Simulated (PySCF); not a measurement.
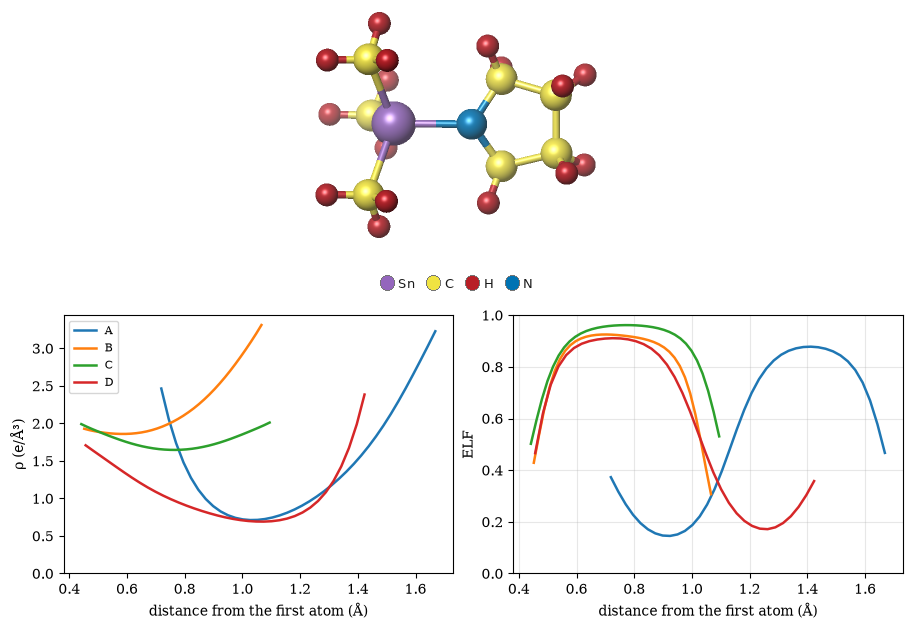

Figure. C₇H₁₇NSn (SnMe3(pyrrolidide)). Electron density and ELF along straight lines between neighbouring atoms. The curves leave out the atomic cores. The structure is drawn too.

Geometry: PBE0-D3(BJ)/def2-SVP; core potentials replace the inner electrons of Sn.

The calculation used B3LYP/def2-SVPD, SCF density, gas phase, scalar-relativistic core potentials on the heavy atoms (PySCF).

Input file:

```
{"job": {"kind": "uv", "xc": "B3LYP", "basis": "def2-SVPD", "ip": false, "nstates": 10}, "charge": 0, "multiplicity": 1}
Sn     0.607774     1.189311     0.509059
C      0.598892     1.087544     2.654661
H     -0.427440     0.919361     3.010622
H      0.975914     2.025301     3.087348
H      1.234860     0.260620     3.001788
C      2.620013     1.114301    -0.269330
H      2.602484     1.124136    -1.368762
H      3.120973     0.194832     0.066472
H      3.201316     1.979758     0.081342
C     -0.457437     2.895333    -0.245459
H     -0.353362     2.962736    -1.337852
H     -0.065501     3.819978     0.202219
H     -1.524050     2.804283     0.004085
N     -0.460329    -0.448794    -0.117224
C     -0.817165    -0.623260    -1.507570
C     -1.680612    -1.898881    -1.512714
C     -1.273236    -2.640644    -0.222407
C     -0.150094    -1.774721     0.366726
H      0.067794    -0.781391    -2.167616
H     -1.354680     0.256671    -1.898432
H     -1.506714    -2.499292    -2.418340
H     -2.749773    -1.642820    -1.493004
H     -2.118928    -2.682393     0.479513
H     -0.946657    -3.675112    -0.406908
H     -0.120058    -1.807116     1.468501
H      0.834595    -2.153804     0.003233
```

Run with:

```sh
OMP_NUM_THREADS=1 python probes_run.py task.json out
```

> Which curve belongs to which contact (C–C, C–N, C–Sn and Sn–N)? The first atom named is at distance zero.

Curve A: Sn–N (2.05 Å): the density is about 0.71 e/Å³ at the midpoint; the ELF peaks at about 0.90 in the valence shell of N, 0.6 Å from its nucleus, and drops to about 0.15 between the two atoms. Curve B: C–N (1.45 Å): ρ is about 2 e/Å³ halfway; the ELF peaks at about 0.95 between the atoms: a covalent bond. Curve C: C–C (1.54 Å): ρ at the midpoint is about 1.6 e/Å³; the ELF peaks at about 0.95 between the atoms; localised, covalent bonding. Curve D: C–Sn (2.15 Å): ρ is about 0.69 e/Å³ halfway; the ELF peaks at about 0.90 in the valence shell of C, 0.7 Å from its nucleus, and drops to about 0.15 between the two atoms.
